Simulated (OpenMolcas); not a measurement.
**A workflow on C2H5FOSi (SMILES FC1CO[SiH2]1)**

Aim: the energy (HF/ANO-RCC-MB), then a single-point energy (CASSCF(2,2)/ANO-RCC-VDZP), then an energy scan (CASPT2(2,2)/ANO-RCC-VDZP), then the energy along one coordinate (SC-NEVPT2(2,2)/ANO-RCC-VDZP), then an energy scan (MC-PDFT[tPBE](2,2)/ANO-RCC-VDZP) of C2H5FOSi. 

The results are computed with OpenMolcas 26.06.

## Step 1: The system as given

C2H5FOSi has 10 atoms, charge 0, and is taken as a singlet. As SMILES, `FC1CO[SiH2]1`. Geometry: relaxed at PBE0-D4/def2-TZVP.

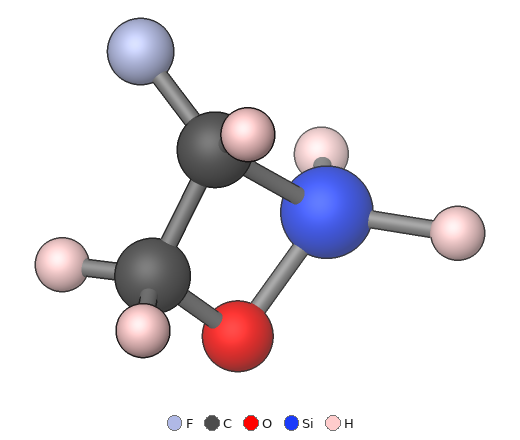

The structure, seen from a chosen angle (fluorine light blue, carbon dark grey, oxygen red, silicon blue, hydrogen pink).

## Step 2: The energy at HF/ANO-RCC-MB (DKH2) (run 1)

File geom.xyz:

```xyz
10

F     -1.820400    -0.327800    -0.810900
C     -0.876100    -0.083100     0.166900
C      0.290700    -1.089800     0.153300
O      1.429900    -0.216400    -0.011900
Si     0.510300     1.162100    -0.206800
H     -1.390500    -0.023800     1.127800
H      0.197300    -1.773400    -0.695500
H      0.400800    -1.665100     1.076000
H      0.820800     2.228700     0.780400
H      0.520200     1.737300    -1.576300
```

File step1.inp:

```
&GATEWAY
 COORD = geom.xyz
 BASIS = ANO-RCC-MB
 GROUP = NoSym

&SEWARD

&SCF
 PRORBITALS = 0

&LOCALISATION
 OCCUPIED
 FREEZE
 PIPEK-MEZEY

&LOCALISATION
 FILEORB = $Project.LocOrb
 VIRTUAL
 PIPEK-MEZEY
```

Launch:

```sh
$ export MOLCAS_MEM=1860
$ pymolcas step1.inp > step1.log
```

The log of the run:

```text
--- Start Module: gateway ---
[...]
--- Stop Module: gateway /rc=_RC_ALL_IS_WELL_ ---
[...]
      Basis functions           34
[...]
       Convergence after  10 Iterations
[...]
::    Total SCF energy                               -542.3604246146
[...]
      Total spin, S                                     0.0000000000
[...]
      Total electronic charge=   48.000000
      Total            charge=   -0.000000
[...]
      Dipole Moment (debye):
      Origin of the operator (angstrom)=   -0.0425    0.1006   -0.1828
                   X= -3.5921E-01               Y=  1.0744E+00               Z=  1.1968E+00           Total=  1.6479E+00
      Quadrupole Moment (debye*angstrom):
[...]
--- Start Module: localisation ---
[...]
--- Stop Module: localisation /rc=_RC_ALL_IS_WELL_ ---
--- Start Module: localisation ---
[...]
--- Stop Module: localisation /rc=_RC_ALL_IS_WELL_ ---
[...]
```

It took 2.7 s on 1 thread of Intel Xeon 6975P-C (Granite Rapids), shared host; peak memory 0.39 GiB.

## Step 3: A single-point energy at CASSCF(2,2)/ANO-RCC-VDZP (DKH2, RICD fitting) (run 2)

geom.xyz is that of step 2.

File step2.input:

```
* C2H5FOSi CASSCF
>>> EXPORT MOLCAS_PRINT=2
&GATEWAY
Coord=geom.xyz
Basis=ANO-RCC-MB
Group=NoSym
&SEWARD
&RASSCF
FileOrb=$CurrDir/step1.LocOrb
Alter=2
1 12 24
1 25 34
Spin=1
Nactel=2 0 0
Inactive=23
Ras2=2
OrbListing=Nothing
>>> COPY $Project.RunFile RUNFIL1
>>> COPY $Project.RasOrb INPORB
&GATEWAY
Coord=geom.xyz
Basis=ANO-RCC-VDZP
Group=NoSym
RICD
&SEWARD
>>> COPY $Project.RunFile RUNFIL2
&EXPBAS
&RASSCF
FileOrb=$Project.ExpOrb
Spin=1
Nactel=2 0 0
Inactive=23
Ras2=2
OrbListing=Nothing
```

Launch:

```sh
$ export MOLCAS_MEM=1860
$ pymolcas step2.input > step2.log
```

The log of the run:

```text
--- Start Module: gateway ---
[...]
--- Stop Module: gateway /rc=_RC_ALL_IS_WELL_ ---
[...]
      Basis functions           34
[...]
      Number of active orbitals                  2
[...]
      Spin quantum number                      0.0
[...]
      Active orbitals                            2
[...]
      Number of CSFs                             3
[...]
      Number of root(s) required                 1
[...]
      Convergence after 12 iterations
[...]
      printout of CI-coefficients larger than  0.05 for root  1
      energy=    -542.374868
      conf/sym  11     Coeff  Weight
             1  20   0.99550 0.99102
             3  02  -0.09475 0.00898
      Natural orbitals and occupation numbers for root  1
      sym 1:   1.982045   0.017955
      ************************************************************************************************************************
      *                                                    Final results                                                     *
[...]
::    RASSCF root number  1 Total energy:   -542.37486751
[...]
      Basis functions           99
[...]
--- Start Module: expbas ---
[...]
--- Stop Module: expbas /rc=_RC_ALL_IS_WELL_ ---
--- Start Module: rasscf ---
[...]
      Convergence after 13 iterations
[...]
      Natural orbitals and occupation numbers for root  1
      sym 1:   1.982299   0.017701
      ************************************************************************************************************************
      *                                                    Final results                                                     *
[...]
::    RASSCF root number  1 Total energy:   -542.76009170
[...]
      Total electronic charge=   48.000000
      Total            charge=   -0.000000
[...]
      Dipole Moment (debye):
      Origin of the operator (angstrom)=   -0.0425    0.1006   -0.1828
                   X= -2.2679E-01               Y=  6.2076E-01               Z=  1.3571E+00           Total=  1.5095E+00
      Quadrupole Moment (debye*angstrom):
[...]
--- Stop Module: rasscf /rc=_RC_ALL_IS_WELL_ ---
[...]
```

Run time: 8.1 s. Hardware: 1 thread of Intel Xeon 6975P-C (Granite Rapids), shared host; peak memory 0.39 GiB.

## Step 4: The energy along one coordinate at CASPT2(2,2)/ANO-RCC-VDZP (DKH2, RICD fitting, ipea shift 0.25 Eh, pt2 variant SS) (run 3)

File step3.input:

```
* C2H5FOSi CASPT2
>>> COPY $CurrDir/step2.RasOrb $Project.RasOrb
>>> ForEach K in (1, 2, 3, 4, 5, 6, 7, 8, 9)

&GATEWAY
 Coord=$CurrDir/point$K.xyz
 Basis=ANO-RCC-VDZP
 Group=NoSym
 RICD

&SEWARD

&RASSCF
 FileOrb=$Project.RasOrb
 Spin=1
 Nactel=2 0 0
 Inactive=23
 Ras2=2
 OrbListing=Nothing

&CASPT2
 Imaginary=0.2
 Frozen=9
>>> EndDo
```

Launch:

```sh
$ export MOLCAS_MEM=1860
$ pymolcas step3.input > step3.log
```

The log of the run (excerpt; [...] marks lines left out):

```text
[...]
      Basis functions           99
[...]
      Number of active orbitals                  2
[...]
      Spin quantum number                      0.0
[...]
      Active orbitals                            2
[...]
      Number of CSFs                             3
[...]
      Number of root(s) required                 1
[...]
      Convergence after  9 iterations
[...]
      Natural orbitals and occupation numbers for root  1
      sym 1:   1.987750   0.012250
      ************************************************************************************************************************
      *                                                    Final results                                                     *
[...]
::    RASSCF root number  1 Total energy:   -542.74951777
[...]
      E2 (Variational):          -0.7403441357
[...]
::    CASPT2 Root  1     Total energy:   -543.48986191
[...]
      Convergence after  9 iterations
[...]
      Natural orbitals and occupation numbers for root  1
      sym 1:   1.982271   0.017729
      ************************************************************************************************************************
      *                                                    Final results                                                     *
[...]
      Convergence after 10 iterations
[...]
      Natural orbitals and occupation numbers for root  1
      sym 1:   1.843806   0.156194
      ************************************************************************************************************************
      *                                                    Final results                                                     *
[...]
      Convergence after 11 iterations
[...]
      Natural orbitals and occupation numbers for root  1
      sym 1:   1.696207   0.303793
      ************************************************************************************************************************
      *                                                    Final results                                                     *
[...]
      Convergence after 12 iterations
[...]
::    RASSCF root number  1 Total energy:   -542.61085260
[...]
::    CASPT2 Root  1     Total energy:   -543.34475007
[...]
      Convergence after 11 iterations
[...]
::    RASSCF root number  1 Total energy:   -542.60224811
[...]
      E2 (Variational):          -0.7317706694
[...]
::    CASPT2 Root  1     Total energy:   -543.33401878
[...]
```

Wall time 54 s (1 thread of Intel Xeon 6975P-C (Granite Rapids), shared host); peak memory 0.083 GiB.

The scan, from its lowest point:

```tsv
H6–C2 (Å)	energy (kJ/mol)
0.982	26.2
1.092	0.0
1.201	14.0
1.364	68.9
1.583	160.1
1.856	261.6
2.183	347.1
2.620	407.2
3.275	435.4
```

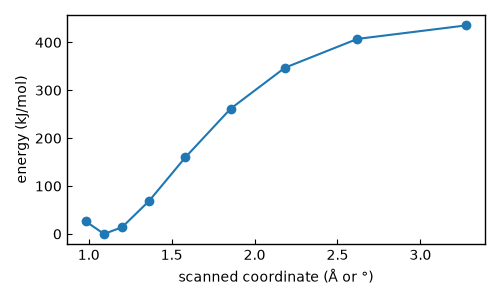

Energy along the scan.

## Step 5: An energy scan at SC-NEVPT2(2,2)/ANO-RCC-VDZP (DKH2, RICD fitting, pt2 variant SC-NEVPT2) (run 4)

File step4.inp:

```
* C2H5FOSi NEVPT2
>>> COPY $CurrDir/step2.RasOrb $Project.RasOrb
>>> ForEach K in (1, 2, 3, 4, 5, 6, 7, 8, 9)
&GATEWAY
Coord=$CurrDir/point$K.xyz
Basis=ANO-RCC-VDZP
Group=NoSym
RICD
&SEWARD
&RASSCF
FileOrb=$Project.RasOrb
Spin=1
Nactel=2 0 0
Inactive=23
Ras2=2
OrbListing=Nothing
&CASPT2
SC-NEVPT2
Frozen=9
>>> EndDo
```

Launch:

```sh
$ export MOLCAS_MEM=1860
$ pymolcas step4.inp > step4.log
```

The log of the run (excerpt; [...] marks lines left out):

```text
[...]
      Basis functions           99
[...]
      Number of active orbitals                  2
[...]
      Spin quantum number                      0.0
[...]
      Active orbitals                            2
[...]
      Number of CSFs                             3
[...]
      Number of root(s) required                 1
[...]
      Convergence after  9 iterations
[...]
      Natural orbitals and occupation numbers for root  1
      sym 1:   1.987750   0.012250
      ************************************************************************************************************************
      *                                                    Final results                                                     *
[...]
::    RASSCF root number  1 Total energy:   -542.74951777
[...]
      E2 (Variational):          -0.7361442200
[...]
::    SC-NEVPT2 Root  1     Total energy:   -543.48562460
[...]
      Convergence after  9 iterations
[...]
      Natural orbitals and occupation numbers for root  1
      sym 1:   1.982271   0.017729
      ************************************************************************************************************************
      *                                                    Final results                                                     *
[...]
      Convergence after 10 iterations
[...]
      Natural orbitals and occupation numbers for root  1
      sym 1:   1.843806   0.156194
      ************************************************************************************************************************
      *                                                    Final results                                                     *
[...]
      Convergence after 11 iterations
[...]
      Natural orbitals and occupation numbers for root  1
      sym 1:   1.696207   0.303793
      ************************************************************************************************************************
      *                                                    Final results                                                     *
[...]
      Convergence after 12 iterations
[...]
::    RASSCF root number  1 Total energy:   -542.61085260
[...]
::    SC-NEVPT2 Root  1     Total energy:   -543.34043952
[...]
      Convergence after 11 iterations
[...]
::    RASSCF root number  1 Total energy:   -542.60224811
[...]
      E2 (Variational):          -0.7278559953
[...]
::    SC-NEVPT2 Root  1     Total energy:   -543.33010411
[...]
```

Wall time 50 s (1 thread of Intel Xeon 6975P-C (Granite Rapids), shared host); peak memory 0.083 GiB.

The scan, from its lowest point:

```tsv
H6–C2 (Å)	energy (kJ/mol)
0.982	27.0
1.092	0.0
1.201	13.3
1.364	67.5
1.583	158.5
1.856	260.8
2.183	347.7
2.620	408.2
3.275	435.3
```

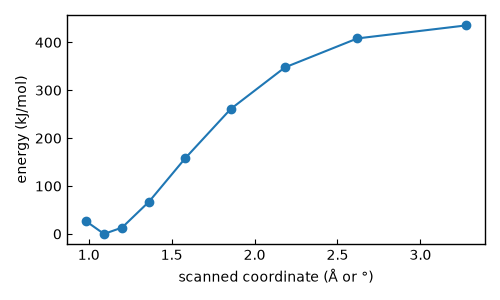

Energy along the scan.

## Step 6: The energy along one coordinate at MC-PDFT[tPBE](2,2)/ANO-RCC-VDZP (DKH2, RICD fitting) (run 5)

File step5.inp:

```
>>> COPY $CurrDir/step2.RasOrb $Project.RasOrb
>>> ForEach K in (1, 2, 3, 4, 5, 6, 7, 8, 9)

&GATEWAY
  Coord = $CurrDir/point$K.xyz
  Basis = ANO-RCC-VDZP
  Group = NoSym
  RICD

&SEWARD

&RASSCF
  FileOrb = $Project.RasOrb
  Spin = 1
  Nactel = 2 0 0
  Inactive = 23
  Ras2 = 2
  OrbListing = Nothing

&MCPDFT
  KSDFT = T:PBE
>>> EndDo
```

Launch:

```sh
$ export MOLCAS_MEM=1860
$ pymolcas step5.inp > step5.log
```

The log of the run (excerpt; [...] marks lines left out):

```text
--- Start Module: gateway ---
[...]
      Basis functions           99
[...]
      Number of active orbitals                  2
[...]
      Spin quantum number                      0.0
[...]
      Active orbitals                            2
[...]
      Number of CSFs                             3
[...]
      Number of root(s) required                 1
[...]
      Convergence after  9 iterations
[...]
      Natural orbitals and occupation numbers for root  1
      sym 1:   1.987750   0.012250
      ************************************************************************************************************************
      *                                                    Final results                                                     *
[...]
::    RASSCF root number  1 Total energy:   -542.74951777
[...]
::    MCPDFT root number  1 Total energy:   -544.17732859
[...]
      Convergence after  9 iterations
[...]
      Natural orbitals and occupation numbers for root  1
      sym 1:   1.982271   0.017729
      ************************************************************************************************************************
      *                                                    Final results                                                     *
[...]
      Convergence after 10 iterations
[...]
      Natural orbitals and occupation numbers for root  1
      sym 1:   1.843806   0.156194
      ************************************************************************************************************************
      *                                                    Final results                                                     *
[...]
      Convergence after 11 iterations
[...]
      Natural orbitals and occupation numbers for root  1
      sym 1:   1.696207   0.303793
      ************************************************************************************************************************
      *                                                    Final results                                                     *
[...]
      Convergence after 12 iterations
[...]
::    RASSCF root number  1 Total energy:   -542.61085260
[...]
::    MCPDFT root number  1 Total energy:   -544.02372377
[...]
      Convergence after 11 iterations
[...]
::    RASSCF root number  1 Total energy:   -542.60224811
[...]
      Total electronic charge=   48.000000
      Total            charge=   -0.000000
[...]
::    MCPDFT root number  1 Total energy:   -544.01260417
[...]
```

Run time: 57 s. Hardware: 1 thread of Intel Xeon 6975P-C (Granite Rapids), shared host; peak memory 0.083 GiB.

The scan, from its lowest point:

```tsv
H6–C2 (Å)	energy (kJ/mol)
0.982	26.7
1.092	0.0
1.201	13.3
1.364	67.5
1.583	159.7
1.856	266.3
2.183	361.0
2.620	430.0
3.275	459.2
```

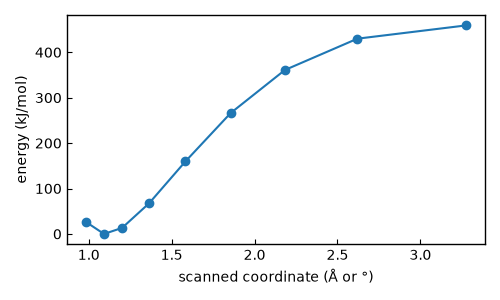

Energy along the scan.

## Step 7: Outcome

```
                                                         quantity          value
                               run 1, HF/ANO-RCC-MB: total energy  -542.36042 Eh
                              run 1, HF/ANO-RCC-MB: dipole moment         1.65 D
                                run 1, HF/ANO-RCC-MB: HOMO energy      -12.38 eV
                                run 1, HF/ANO-RCC-MB: LUMO energy        4.08 eV
                              run 1, HF/ANO-RCC-MB: HOMO–LUMO gap       16.46 eV
                    run 2, CASSCF(2,2)/ANO-RCC-VDZP: total energy  -542.76009 Eh
  run 2, CASSCF(2,2)/ANO-RCC-VDZP: dipole moment (CASSCF density)         1.51 D
       run 3, CASPT2(2,2)/ANO-RCC-VDZP: lowest energy of the scan  -543.49985 Eh
    run 4, SC-NEVPT2(2,2)/ANO-RCC-VDZP: lowest energy of the scan  -543.49591 Eh
run 5, MC-PDFT[tPBE](2,2)/ANO-RCC-VDZP: lowest energy of the scan  -544.18749 Eh
```

What this shows: Mulliken charges (run 2, CASSCF(2,2)/ANO-RCC-VDZP) run from -0.63 on O4 to +0.83 on Si5; they depend strongly on the basis.
